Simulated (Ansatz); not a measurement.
**Profile along the Ni–Fe line in FeNi3 (Cu3Au type)**

FeNi$_{3}$ (Cu3Au type)

```xyz
4
Lattice="3.5443 0.0000 0.0000 0.0000 3.5443 0.0000 0.0000 0.0000 3.5443" Properties=species:S:1:pos:R:3 pbc="T T T"
Ni     0.0000     1.7721     1.7721
Ni     1.7721     1.7721     0.0000
Ni     1.7721     0.0000     1.7721
Fe     0.0000     0.0000     0.0000
```

Fields along a shortest Ni–Fe line of a {100} plane (2.51 Å), from Ni to Fe, interpolated on the slice's grid (step about 0.1 Å). Calculation: PBE (plane waves to 420 eV, PAW, scalar-relativistic; Ansatz, a first-principles code). k mesh 13×13×13. These are valence fields of a PAW run, semicore shells included where kept as valence: close to a nucleus they are smooth pseudo fields. FeNi3 was relaxed with its symmetry unable to fall. Relaxed FeNi3 ends ferromagnetic. The magnetic order is the one the run started from; other orders were not tried.

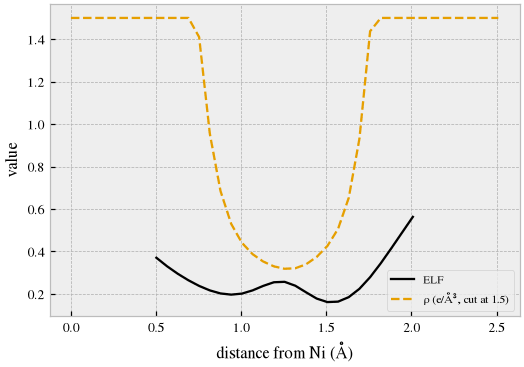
ELF (away from the nuclei) and valence density from Ni to Fe.

Density on the Ni–Fe line (2.51 Å) at its midpoint: 0.32 e/Å³. ELF at that point: 0.26.
